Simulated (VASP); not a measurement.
Band structure of Na4BrCl3 (ordered alloy cell). Method: PBE GGA, VASP's PBE PAW potentials (set 64) (plane waves; VASP 6.6.1).

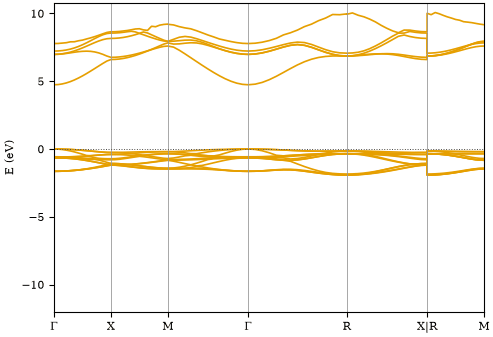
*Bands along high-symmetry lines, zero at the valence-band maximum or, without a gap, the Fermi level*

Task: Read the plot: is there a gap, and where are the band edges?

Result: The gap is direct, 4.74 eV, from the valence maximum at Γ to the conduction minimum at Γ. (Edges off the drawn lines would not show.)

The structure was generated: Na4BrCl3 was put into an ordered model structure (Pm-3m), which need not be its known phase. It was relaxed first.
